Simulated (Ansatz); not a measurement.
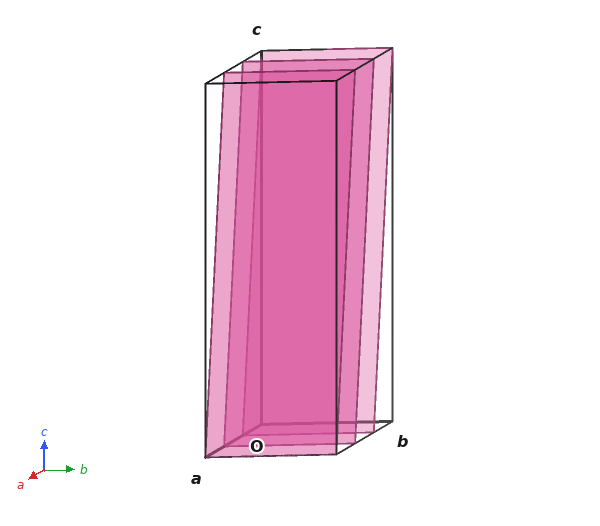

Every member of one family of equally spaced planes, hx + ky + lz = a whole number, that cuts the unit cell is shaded (one member passes through the origin O, touching the cell only at an edge or corner). Crystal: SnSO, the end point of a relaxation with DFT LDA, scalar-relativistic, plane waves, PAW (Ansatz); the starting structure was generated, so it need not be a known form of this composition. Geometry calculated from the standardised cell; symmetry tolerance 0.002 Å.

a = 3.412 Å, b = 3.412 Å, c = 10.097 Å, α = 90.00°, β = 90.00°, γ = 120.00°.

Question: What are the Miller indices?

Answer: (3 0 1), in four indices (3 0 −3 1); the opposite sign names the same planes. The member next to the origin meets the axes a at 1/3, b never, c at 1.

Question: What is the spacing?

Answer: d = 0.980 Å.
